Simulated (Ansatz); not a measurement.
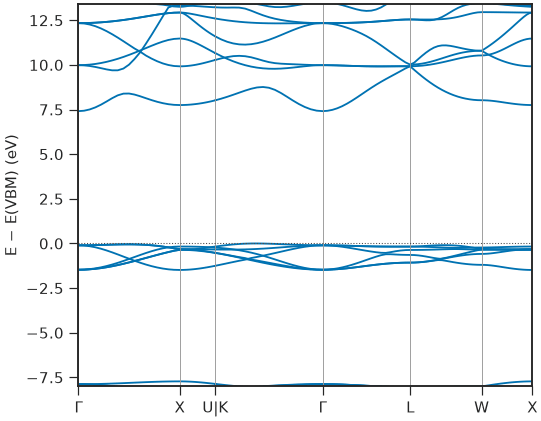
Fig. 1. Band structure from plane-wave PAW r²SCAN (Ansatz code)

Q: Read off the gap and where the band edges lie.

A: About 7.4 eV (7.41 eV by a search for the band edges); maximum on the K–Γ line, 37 % of the way from K, minimum at Γ.

The material is BaF2 (fluorite, Fm-3m).

The cell was relaxed with r²SCAN under the symmetry of its start. Scalar-relativistic: spin–orbit coupling is off unless named, which matters more the heavier the elements.

Potentials: the later of the program's two PAW sets.
